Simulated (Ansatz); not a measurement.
Sn3

Input

```
crystal:
  periodic: [false, false, false]
  atoms:
    - {symbol: Sn, position_ang: [-0.395604, 1.561398, -0.859139]}
    - {symbol: Sn, position_ang: [1.086024, -0.660719, -0.570758]}
    - {symbol: Sn, position_ang: [-0.690421, -0.900679, 1.429897]}
basis:
  gaussian: {orbitals: def2-TZVP, initial_orbitals: start.molden}
hamiltonian: {xc: pbe0, dispersion: d4}
scf: {omitted_lower_state_checks: [starts]}
output: {forces: true, orbitals: {seedname: orbitals}}
```

Run with:

```sh
ansatz run in.yaml --threads 4 --pin off --events-out ev --progress --plain --max-ram 3916MiB
```

Geometry: PBE0-D4/def2-SVP; core potentials replace the inner electrons of Sn.

Computed with RKS PBE0-D4/def2-TZVP in Ansatz.

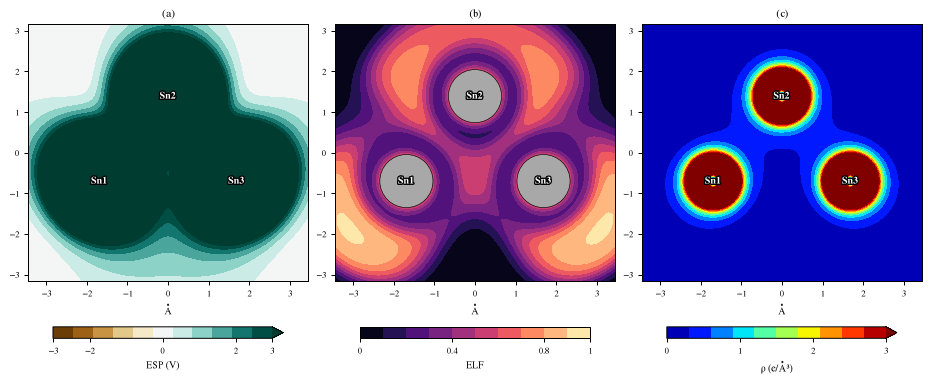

Figure 1. (a) molecular electrostatic potential; (b) electron localisation function; (c) electron density on the molecular plane. Grey discs cover the atomic cores in the ELF map.

Question: What does the map show?

Answer: The plane passes through Sn nuclei.
Sn–Sn (2.69 Å): the density is about 0.39 e/Å³ at the midpoint; the ELF is about 0.45 at the midpoint.
The potential has no marked negative region in this plane.

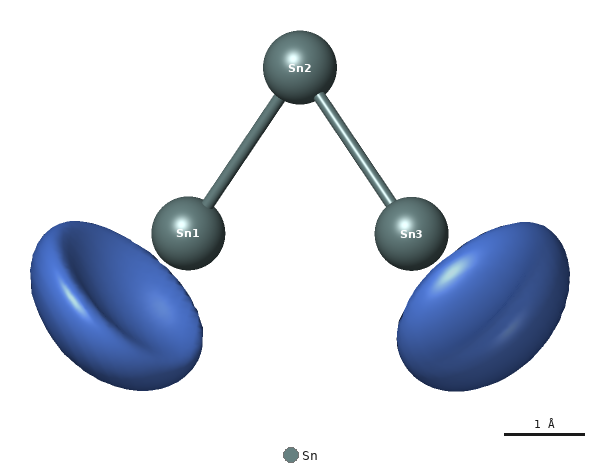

Figure 2. Isosurface of the ELF at 0.8 (blue), seen at a tilt. Core shells and regions of very low density are left out.

Question: Describe the localisation domains.

Answer: The ELF exceeds this value in two lobes on Sn, pointing away from the bonds (lone pairs).

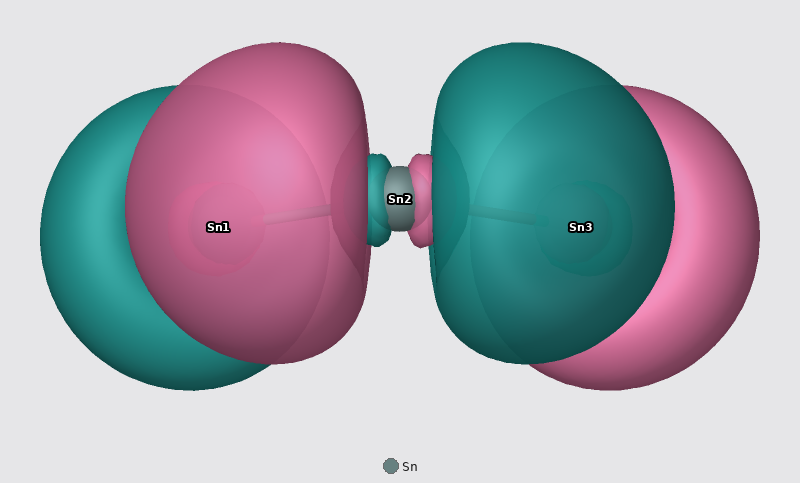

Figure 3. The HOMO at ±0.08 Å⁻³ᐟ² (teal and pink are the two phases), seen from one side.

Question: Where does this orbital lie, and at what energy?

Answer: Its weight (Hirshfeld) is mainly on Sn2 (about 40 %), Sn1 (about 30 %) and Sn3 (about 30 %); it is symmetric in the molecular plane (an in-plane orbital: σ, lone-pair or in-plane π type). Its energy is −5.49 eV.

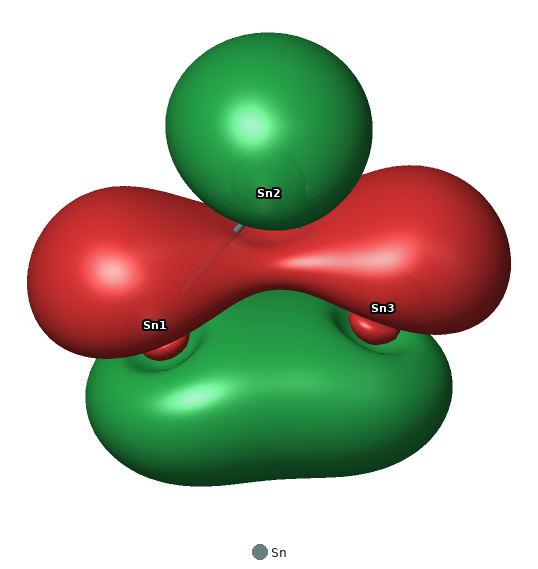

Figure 4. One frontier orbital at ±0.06 Å⁻³ᐟ² (green and red are the two phases), seen at a tilt.

Question: Which orbital is it: HOMO or LUMO?

Answer: The LUMO, at −3.46 eV. By Hirshfeld shares it lies mainly on Sn1 (about 35 %), Sn3 (about 35 %) and Sn2 (about 30 %); it is symmetric in the molecular plane (an in-plane orbital: σ, lone-pair or in-plane π type).
